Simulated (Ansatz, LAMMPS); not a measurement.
# A frame of Ca2+ TFSI- in gamma-butyrolactone and dimethyl carbonate from 330 K (146 atoms): where an added charge goes, part 2 of 4

Does an extra electron or hole in a frame of Ca2+ TFSI- in gamma-butyrolactone and dimethyl carbonate from 330 K (146 atoms) stay spread out, or do the atoms trap it?

Ansatz 0.2.0; Kohn-Sham DFT, PBE+D3(BJ), PAW (set soft_2), plane waves.

The cell: 4 N, 8 S, 34 O, 32 C, 24 F, 42 H and 2 Ca. The network of contacts between molecules at the start is that of the classical potential that made the cell. Only the Γ point is sampled, in a cell whose shortest periodic width is 12 Å. The liquid is relaxed first.

So far. Step 2 (Single point at the start): The r.m.s. force at the start is 1.1 eV/Å. Step 3 (Relaxation): The relaxation converged after 28 steps, 9.83 eV below its start, with a largest force component of 0.033 eV/Å.

**4. Single point at the relaxed geometry**

The electronic structure is read at the final geometry, in a run of its own.

The input, input.yaml:

```yaml
crystal:
  lattice:
    - [12.46183, 0.0, 0.0]
    - [0.0, 12.46183, 0.0]
    - [0.0, 0.0, 12.46183]
  atoms:
    - { symbol: "N", position: [0.24324, 0.68888, 0.67923] }
    - { symbol: S, position: [0.34633, 0.63569, 0.62424] }
    - { symbol: O, position: [0.44681, 0.67203, 0.66893] }
    - { symbol: O, position: [0.33507, 0.52096, 0.60043] }
    - { symbol: C, position: [0.33617, 0.70548, 0.49129] }
    - { symbol: F, position: [0.33994, 0.81184, 0.50426] }
    [... 134 atom lines left out ...]
    - { symbol: H, position: [0.39377, 0.68755, 0.08681] }
    - { symbol: H, position: [0.18909, 0.99974, 0.17548] }
    - { symbol: H, position: [0.25042, 0.99138, 0.30445] }
    - { symbol: H, position: [0.10682, 0.98146, 0.29314] }
    - { symbol: Ca, position: [0.20445, 0.3758, 0.63004] }
    - { symbol: Ca, position: [0.85427, 0.15286, 0.90717] }
kpoints:
  mp_grid: { grid: [1, 1, 1] }
hamiltonian:
  xc: pbe
  dispersion: d3bj
scf:
  occupations: { method: fixed }
output:
  forces: true
  stress: true
  populations: intrinsic
  dos:
    method: { smearing: { sigma: 0.08 } }
    de: 0.1
    projected: { site_lists: { C: [C], Ca: [Ca], F: [F], H: [H], "N": ["N"] } }
  eigenvalues: true
  write_density: true
  write_potential: true
  volumetric_format: npy
```

Launch:

```bash
$ ansatz run input.yaml --threads 4 --pin off --max-ram 8192MiB --backend cpu --events-out ev --progress --plain --runs-dir out
```

Numbers of over 12 decimals in the logs are rounded to 6 here.

The log of the run:

```text
[...]
Crystal: 146 atoms, lattice volume = 1935.287 Å³
Basis set: ecut = 420 eV, 37705 PW (Γ), exchange–correlation on 180×180×180 points (8 copies of the dense FFT grid, shifted against one another)
Bands: 461, of which v1, the nominal top of the filled ones, is band 315 counted from 1 (314 counted from 0)
Symmetry: 1 space group operations
[...]
k-points: 1
[...]
SCF iter   1: F=—  HF=-59759.767507 eV  |F-HF|=—  |Δ(HF+E_count)|=         —  Δρ=5.44e-3  dr2=5.72e-1  ethr=1.77e-3  ⟨swp⟩=4.0  Hψ=1721  notcnv=0  defer=141
[...]
SCF iter  11: F=-59759.637107 eV  HF=-59759.637107 eV  |F-HF|=7.39e-9  |Δ(HF+E_count)|=   9.84e-9  Δρ=8.74e-7  dr2=2.22e-8  ethr=1.59e-11  ⟨swp⟩=23.0  Hψ=4725  notcnv=0
SCF 1 converged in 11 iterations: F = -59759.637107 eV  dr2 = 2.22e-8
[...]
WARN: The output density's exchange-correlation potential varies sharply where the density is thin. Do not read a vacuum level from v_tot or v_xc, or from such a field of the output density. On a cell that repeats whose density bears no net charge and no dipole along the vacuum's axis use v_es (v_loc + v_h of the components); [...]
SCF converged after 11 iterations
Free energy (F): -59759.637107 eV
[...]
Internal energy: -59759.637107 eV  (E = F + TS)
E sigma→0 (E₀):  -59759.637107 eV
Fermi energy:    -0.516103 eV
[...]
--- Forces (eV/Å), atoms counted from 1 ---
  atom   1  N     -0.00695152     0.00370359     0.00537070
  atom   2  S      0.01571864    -0.00480114    -0.00996152
  atom   3  O     -0.00749626     0.00226413     0.00342813
  atom   4  O     -0.00549367     0.00124212    -0.00471926
  atom   5  C     -0.00340833    -0.00559923     0.01059034
  atom   6  F      0.00067940     0.00128865    -0.00044209
  atom   7  F      0.00272298     0.00062893    -0.00164232
  atom   8  F     -0.00320484    -0.00214125    -0.00017666
  atom   9  S     -0.01111633    -0.00916275     0.00915440
  atom  10  O      0.00935804    -0.00014243    -0.00278756
  atom  11  O      0.01092036     0.00992253    -0.00228517
  atom  12  C     -0.00274239     0.00272314    -0.00400437
  atom  13  F      0.00041405     0.00048718    -0.00159888
  atom  14  F     -0.00027859    -0.00127151     0.00109277
[...]
atom 145  Ca    -0.00074074     0.00365564    -0.00297861
  atom 146  Ca     0.00761687    -0.00134721     0.00293471
  max |Σ_I F_I| component: 3.17e-5 eV/Å
--- Stress (GPa, compression-positive) ---
        0.011619      -0.036298       0.079602
       -0.036297      -0.018143       0.033444
        0.079602       0.033445       0.031602
  P = ⅓ Tr σ = 0.0084 GPa (0.084 kbar)
--- Band table (eV) ---
[...]
--- intrinsic populations: 146 sites ---
  site symbol       q [e]
     0      N      6.0844
     1      S      3.8934
     2      O      6.8700
[...]
145     Ca      8.2816
  spilling = -0.000000 (of n_electrons = 630.000000)
```

Run time: 35 s. Hardware: 4 threads of Arm Neoverse V2, shared host; peak memory 2.8 GiB; 2.3 min of CPU time.

The program notes that the exchange-correlation potential is rough where the density is thin.

Read from the output:

* free energy: -59759.6371 eV
* free energy per atom: -409.3126 eV/atom
* SCF cycles: 11
* pressure: 0.008359 GPa
* r.m.s. force component: 0.00731 eV/Å
* longest force: 0.04993 eV/Å
* Fermi energy: -0.5161 eV
* gap (highest filled to lowest empty level): 4.893 eV

Intrinsic-atomic-orbital charges by element and coordination:

```
element  coordination  atoms  mean charge (e)  spread   least    most
      C           all     32            0.121   0.462  -0.414   0.687
      C             3      7            0.617  0.0661   0.529   0.687
      C             4     25          -0.0178   0.428  -0.414    0.62
     Ca           all      2             1.71  0.0036    1.71    1.72
      F           all     24           -0.258  0.0082  -0.281  -0.237
      H           all     42            0.197  0.0151   0.170   0.226
      N           all      4            -1.09  0.0057   -1.10   -1.08
      O           all     34           -0.646   0.267  -0.958  -0.301
      O             1      9           -0.841   0.121  -0.903    -0.5
      O             2     25           -0.575   0.271  -0.958  -0.301
      S           all      8             2.12  0.0153    2.09    2.14
```

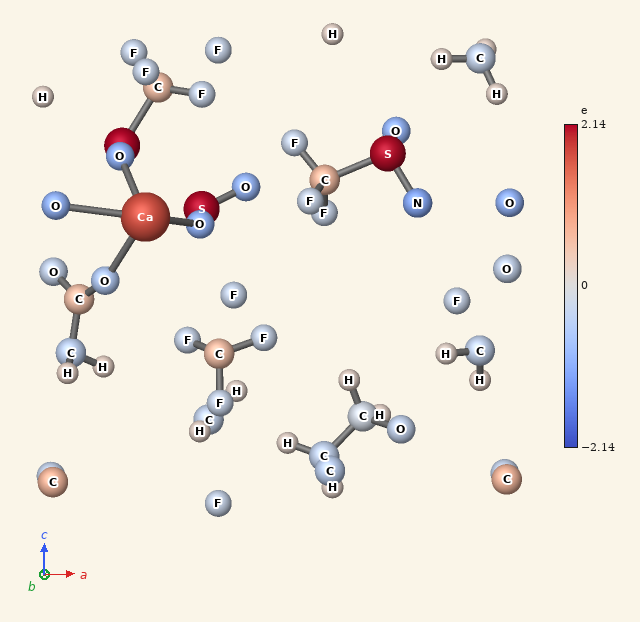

Atoms coloured by intrinsic-atomic-orbital charge. Drawn is a slice 4 Å thick, seen along the normal of the ac plane. Bonds to atoms that aren't drawn are left out.

Density of states as counts of states in windows of 1 eV (from the Fermi level), total and the larger projections:

```
from (eV)  to (eV)  total   F p   C p  H s  C s
      -14      -13    6.0   0.0   1.1  1.0  3.3
      -13      -12   16.0   1.1   1.1  1.3  4.0
      -12      -11   14.1   3.0   1.2  1.0  4.5
      -11      -10   15.8   3.3   0.6  2.3  4.0
      -10       -9   13.9   3.0   4.0  1.1  1.6
       -9       -8   41.3  24.6   7.7  0.4  0.4
       -8       -7   22.8   0.9   5.3  2.4  2.3
       -7       -6   36.1   1.1   9.8  2.5  0.5
       -6       -5   44.2  17.8   4.2  1.6  0.4
       -5       -4   84.5  42.5  14.0  5.7  0.2
       -4       -3   53.2  25.9   9.9  3.5  0.2
       -3       -2   46.5   0.7  12.0  5.4  0.2
       -2       -1   54.6   2.8   4.3  2.6  0.8
       -1        0   40.1   0.8   2.7  1.7  0.4
        0        1    0.9   0.0   0.0  0.0  0.0
        1        4    0.0   0.0   0.0  0.0  0.0
        4        5    5.3   0.0   2.7  0.4  0.0
```

The curve was stored every 0.10 eV, coarse against its broadening of 0.08 eV, so these counts are rough.

With fixed occupations the program's Fermi level is the highest filled level; weight inside the gap is the broadening of levels at its edges.

Between -26 and -14 eV lie 120 more states.

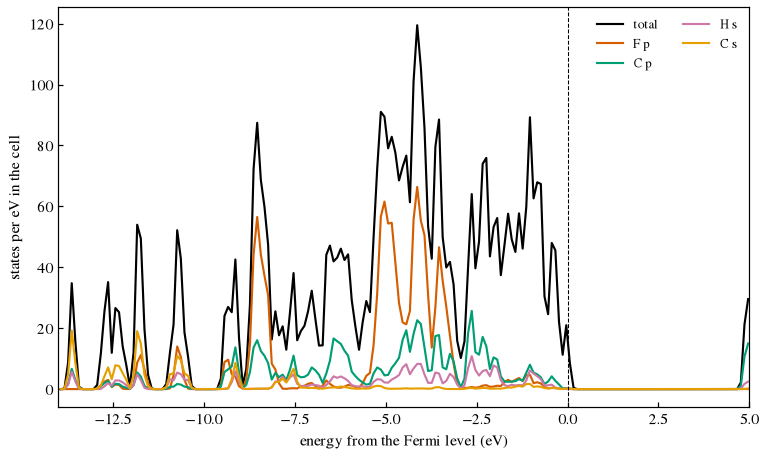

Total and projected density of states, with the broadening of the input.

Not all projections were asked for or kept, so they needn't add up to the total.

The levels nearest the highest filled one (over half full), pooled over k-points and spins:

```
level less the highest filled one (eV)  occupation
                                -0.388           2
                                -0.351           2
                                -0.290           2
                                -0.278           2
                               -0.0756           2
                                     0           2
                                  4.89           0
                                  4.93           0
                                  4.98           0
                                  5.39           0
                                  5.51           0
                                  5.75           0
```

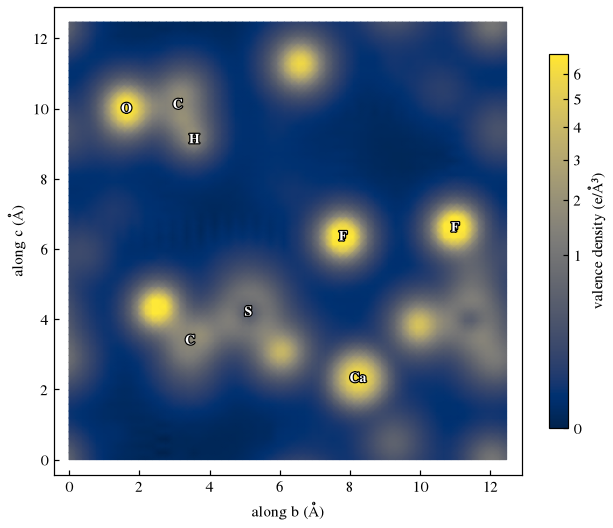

Valence density in the bc plane at fractional x = 0.189, with atoms of F and S and C and O and H and Ca within 0.2 Å of it. It is the smooth field of the valence electrons, not physical close to the nuclei. The map starts off the cell's origin, so that atoms lie inside it. The colour scale is stretched toward low values.

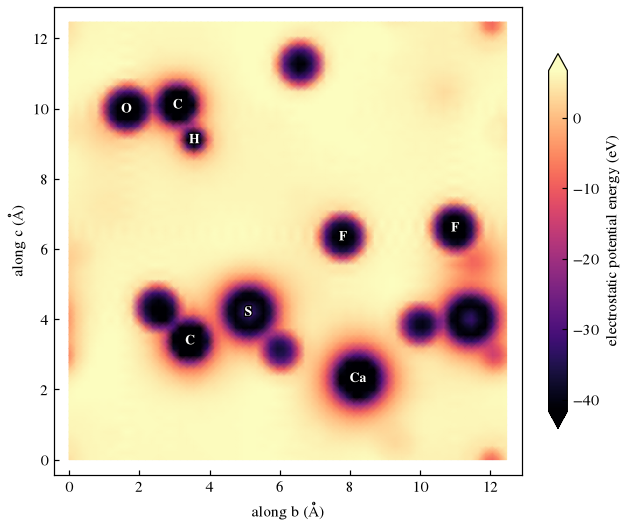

Electrostatic potential energy in the bc plane at fractional x = 0.189, with atoms of F and S and C and O and H and Ca within 0.2 Å of it. With pseudopotentials it is smooth inside the atoms' cores, unlike the true potential. The map starts off the cell's origin, so that atoms lie inside it.

Filled and empty levels are parted by 4.89 eV (at Γ alone); a semilocal functional tends to put such gaps too low. In a disordered cell it changes from sample to sample and from frame to frame. Mean intrinsic-atomic-orbital charges: C +0.12, Ca +1.71, F -0.26, H +0.20, N -1.09, O -0.65 e.

**5. An extra electron, atoms held**

The electron count changes by one with the atoms held: a vertical process, on a uniform background, with spin and a narrow Fermi–Dirac smearing. Its energy against the neutral cell hangs on the program's zero of potential.

input.yaml, the sections that differ from step 4:

```yaml
crystal:
  lattice:
    - [12.46183, 0.0, 0.0]
    - [0.0, 12.46183, 0.0]
    - [0.0, 0.0, 12.46183]
  atoms:
    [... the 146 atom lines of step 4 ...]
total_charge: -1
scf:
  occupations: { method: fermi_dirac, width: 0.01 }
  lower_state_search: "off"
magnetization:
  spin_polarized: true
  initial_magnetization: 1
# kpoints, hamiltonian, output: as in step 4
```

The log of the run:

```text
[...]
Crystal: 146 atoms, lattice volume = 1935.287 Å³
Basis set: ecut = 420 eV, 37705 PW (Γ), exchange–correlation on 180×180×180 points (8 copies of the dense FFT grid, shifted against one another)
Bands: 462, of which v1, the nominal top of the filled ones, is band 316 counted from 1 (315 counted from 0)
Symmetry: 1 space group operations
[...]
k-points: 1
[... 15 lines on functional and potentials left out ...]
Starting moments: Σ|m| = 1 μB on 146 of 146 sites
[...]
SCF iter   1: F=—  HF=-59905.934419 eV  |F-HF|=—  |Δ(HF+E_count)|=         —  Δρ=1.07e-1 (↑1.06e-1 ↓1.07e-1)  dr2=2.14e3  dr2_m=1.23e-1  M=1.000 μB ∫|m|=1.042 μB  β_m=1.00  ethr=3.10e-3  ⟨swp⟩=10.0  Hψ=4998  notcnv=0  defer=246
[...]
SCF iter  14: F=—  HF=-59755.016046 eV  |F-HF|=—  |Δ(HF+E_count)|=   2.41e-2  Δρ=3.20e-3 (↑3.20e-3 ↓6.63e-4)  dr2=5.31e-1  dr2_m=5.37e-2  M=0.781 μB ∫|m|=0.879 μB  β_m=0.30  ethr=6.96e-5  ⟨swp⟩=7.5  Hψ=1106  notcnv=0  defer=268
[...]
spin-set hold released at iteration 14 (site moments contracting): the magnetisation degrees of freedom join the quasi-Newton model from the next iteration; the mixer history was flushed
SCF iter  15: F=—  HF=-59755.393106 eV  |F-HF|=—  |Δ(HF+E_count)|=   3.77e-1  Δρ=7.35e-3 (↑7.35e-3 ↓1.03e-3)  dr2=3.56e0  dr2_m=1.92e-1  M=1.000 μB ∫|m|=1.114 μB  β_m=0.14  ethr=6.96e-5  ⟨swp⟩=6.5  Hψ=1493  notcnv=0  defer=273  recentre
[...]
SCF iter  35: F=-59755.010685 eV  HF=-59755.010685 eV  |F-HF|=2.15e-9  |Δ(HF+E_count)|=   7.03e-9  Δρ=2.96e-7 (↑2.96e-7 ↓1.77e-7)  dr2=3.81e-9  dr2_m=5.26e-10  M=0.893 μB ∫|m|=0.980 μB  ethr=1.37e-12  ⟨swp⟩=5.0  Hψ=4311  notcnv=0
SCF 1 converged in 35 iterations: F = -59755.010685 eV  dr2 = 3.81e-9
[...]
WARN: The input density's exchange-correlation potential varies sharply where the density is thin. Do not read a vacuum level from v_tot or v_xc, or from such a field of the output density. On a cell that repeats whose density bears no net charge and no dipole along the vacuum's axis use v_es (v_loc + v_h of the components); [...]
SCF converged after 35 iterations
Magnetization: 0.8929 μB (315.9465 up, 315.0535 down)
Absolute magnetization: 0.9831 μB (∫|ρ↑−ρ↓|, with the PAW one-centre terms)
[...]
Per-site moments (μB) at R_I (Å): [(-0.000486521, 0.649102), (0.00256762, 0.595368), (0.00146816, 0.595368), (8.106630262496266e-5, 0.605111), (0.00104584, 0.551135), [...]
Free energy (F): -59755.010685 eV
[...]
Internal energy: -59755.002253 eV  (E = F + TS)
E sigma→0 (E₀):  -59755.006469 eV
Entropy (-TS):   -0.008432 eV (-0.058 meV/atom)
Fermi energy:    4.791068 eV
[...]
--- Forces (eV/Å), atoms counted from 1 ---
  atom   1  N      0.02127379     0.01259346    -0.00607607
  atom   2  S     -0.09534982    -0.07866252     0.04406567
  atom   3  O      0.08475682     0.08829062     0.00595588
  atom   4  O      0.00908300     0.00465609    -0.02656503
  atom   5  C     -0.10249641    -0.13582541     0.04200007
  atom   6  F      0.00396086     0.08030216     0.00196734
  atom   7  F      0.07356292     0.00281558    -0.08506337
  atom   8  F      0.06389144     0.03005414     0.03865145
  atom   9  S     -0.09670087     0.01327402    -0.05581159
  atom  10  O      0.07247473    -0.03042860     0.03840834
  atom  11  O      0.03981427     0.02766547     0.04701275
  atom  12  C     -0.07520152    -0.02732815    -0.06639263
  atom  13  F      0.02572746     0.02975409     0.01461017
  atom  14  F      0.00568713    -0.01370003     0.05854060
[...]
atom 145  Ca    -0.20281996     0.22241294    -0.32285499
  atom 146  Ca    -0.09562138    -0.12694717     0.05361259
  max |Σ_I F_I| component: 1.22e-5 eV/Å
--- Stress (GPa, compression-positive) ---
        0.223467      -0.024097       0.019181
       -0.024096       0.271843       0.075295
        0.019181       0.075296       0.140094
  P = ⅓ Tr σ = 0.2118 GPa (2.118 kbar)
--- Band table (eV) ---
[...]
--- intrinsic populations: 146 sites ---
  site symbol       q [e]    m [muB]
     0      N      6.0864    -0.0003
     1      S      3.9025     0.0105
     2      O      6.8760     0.0029
[...]
145     Ca      8.2835    -0.0005
  spilling = 0.000000 (of n_electrons = 631.000000)
```

Run time: 2.3 min. Hardware: 4 threads; peak memory 4.7 GiB.

An extra electron, atoms held: the energy stands 4.63 eV above that of the reference, with a moment of 0.89 μB.

The levels nearest the highest filled one (over half full), pooled over k-points and spins:

```
level less the highest filled one (eV)  occupation
                                 -5.17           1
                                 -5.10           1
                                 -5.09           1
                                     0       0.878
                                0.0466       0.064
                                0.0485       0.054
                                0.0746       0.004
                                 0.147           0
```

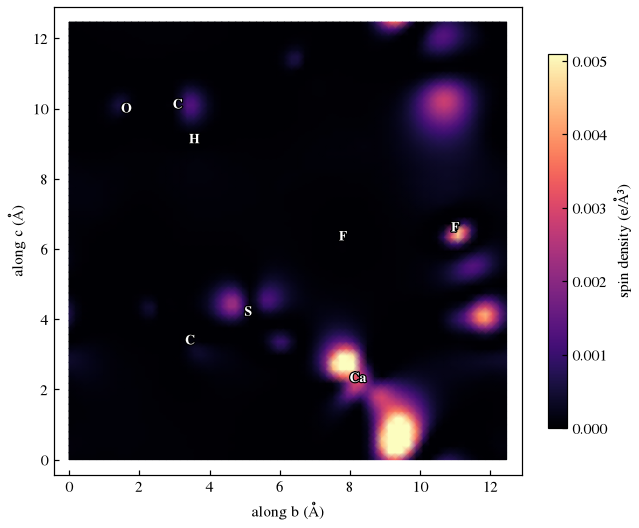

Spin density in the bc plane at fractional x = 0.189, with atoms of F and S and C and O and H and Ca within 0.2 Å of it. The map starts off the cell's origin, so that atoms lie inside it.

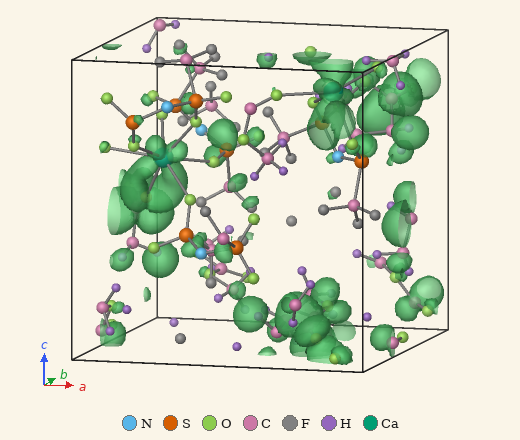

Surface of spin density = 0.0021 e/Å³, which holds about 70 % of the integral of its size. Bonds to atoms that aren't drawn are left out.

(Continued in part 3 of 4.)

[Logs are printed without paths, hosts, clocks, repeated set-up lines and the standing remarks that a program may print on its own settings, such as how far it seeks lower states.]

[Hosts, paths, dates, database ids (printed as entryN), source tags and the programs' standing remarks are cut or masked in the printed files.]
